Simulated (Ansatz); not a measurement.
```xyz
13

C     0.1233   -0.2972   -2.0990
C     1.4318    1.4079   -0.3784
C     2.4111    2.5580   -0.1516
B     1.1033    0.8901   -1.8172
I     2.0298    1.8261   -3.5508
H    -0.3311   -0.7057   -1.1820
H     0.6556   -1.1130   -2.6190
H    -0.6821    0.0138   -2.7860
H     0.4417    1.6399    0.0683
H     1.7480    0.5038    0.1834
H     2.0770    3.4734   -0.6641
H     3.4091    2.3162   -0.5487
H     2.5210    2.7913    0.9192
```

Geometry: B3LYP-D3(BJ)/def2-SVP; core potentials replace the inner electrons of I.

All numbers below come from Ansatz 0.2.0, isolated molecule in a Gaussian basis; Kohn-Sham density functional theory, functional PBE0.

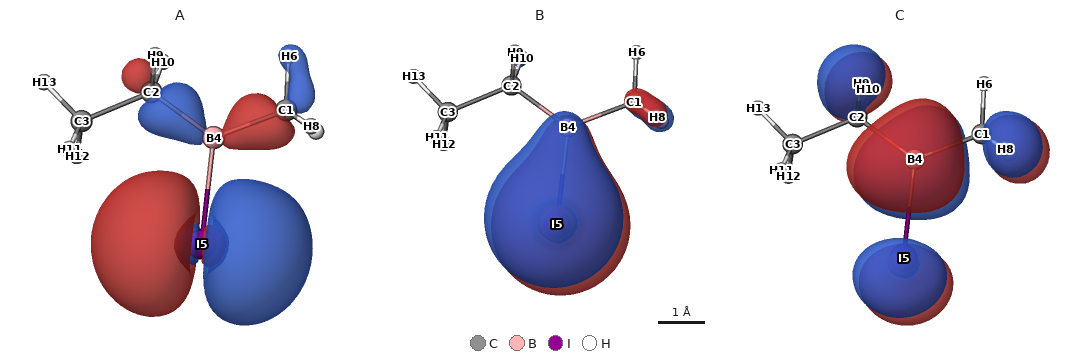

C3H8BI. Three frontier orbitals at ±0.08 Å⁻³ᐟ² (red and blue are the two phases), in no order.

Which picture is the HOMO−1, the HOMO and the LUMO?

Answer. B is the HOMO−1 (−7.67 eV). Its weight (Hirshfeld) is mainly on I5 (about 90 %) and B4 (about 5 %); largely a lone pair of I5. A is the HOMO (−7.20 eV). It lies mainly on I5 (about 90 %); largely a lone pair of I5. C is the LUMO (−1.19 eV). By Hirshfeld shares it lies mainly on B4 (about 50 %), I5 (about 20 %), C2 (about 10 %) and C1 (about 10 %).

What is the HOMO–LUMO gap?

Answer. 6.01 eV between the orbital energies.
